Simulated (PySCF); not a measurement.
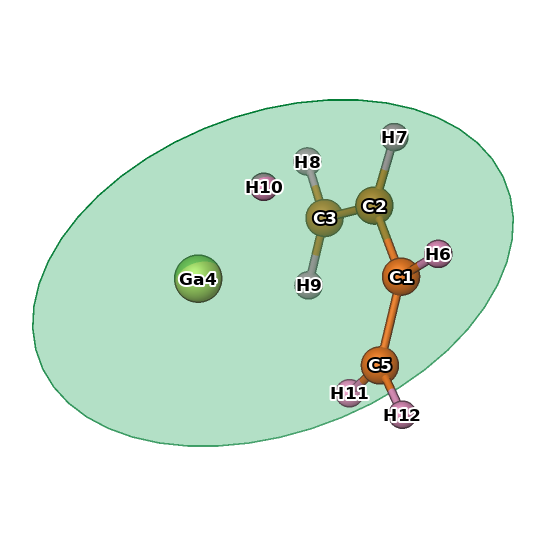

A disc through the centre of mass is drawn in. Depth is shown by fading: the farther an atom, the more it takes the colour of the background. The computed structure is the end point of a GFN2-xTB optimisation. No frequency run is at hand to confirm it as a minimum.

### Is the plane of the disc a mirror plane of the structure?

Yes. The reflection leaves Ga4, H10 in place and moves C1 ↔ C2; C3 ↔ C5; H6 ↔ H7; H8 ↔ H12; H9 ↔ H11. The point group is Cs.
